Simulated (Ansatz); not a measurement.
Structure: a (100) slab cut from TiC (Fm-3m), ended by TiC planes, 32 atoms in the cell; a = 6.07 Å, b = 6.07 Å, c = 22.44 Å, α = 90.00°, β = 90.00°, γ = 90.00°.

Level of theory: DFT PBE+D3(BJ), scalar-relativistic, plane waves, PAW, no spin polarisation, 3×3×1 k mesh, 420 eV cutoff; code Ansatz 0.2.0.

What does the potential across the slab give for the work function?

The work function is 4.56 eV at the right face and 4.11 eV at the left. The vacuum level is 0.45 eV higher at the right than at the left, so the slab carries a dipole along its normal; the ramp in the vacuum, at or near the edge of the plot, is the dipole correction that keeps each side flat. Some atoms were held fixed in the relaxation, which can itself make the faces differ. The outermost atoms are 6.5 Å apart, which leaves 15.9 Å of vacuum in a cell 22.4 Å high.

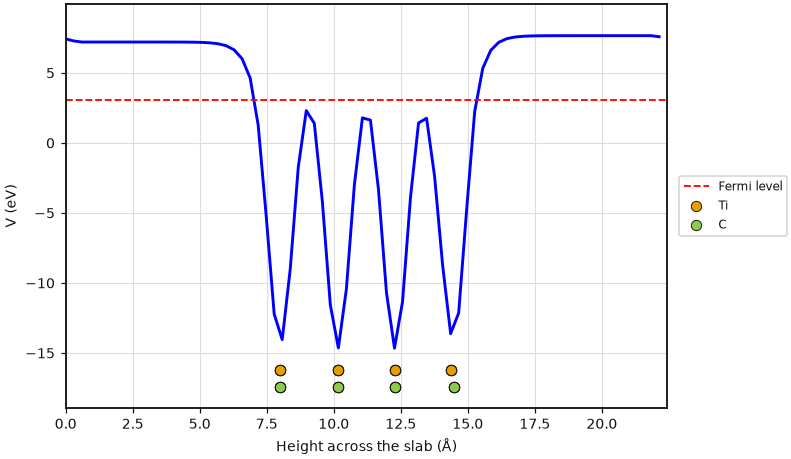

Plane-averaged electrostatic potential energy of an electron across the slab; circles at the bottom mark the heights of the atoms (positions after relaxation).
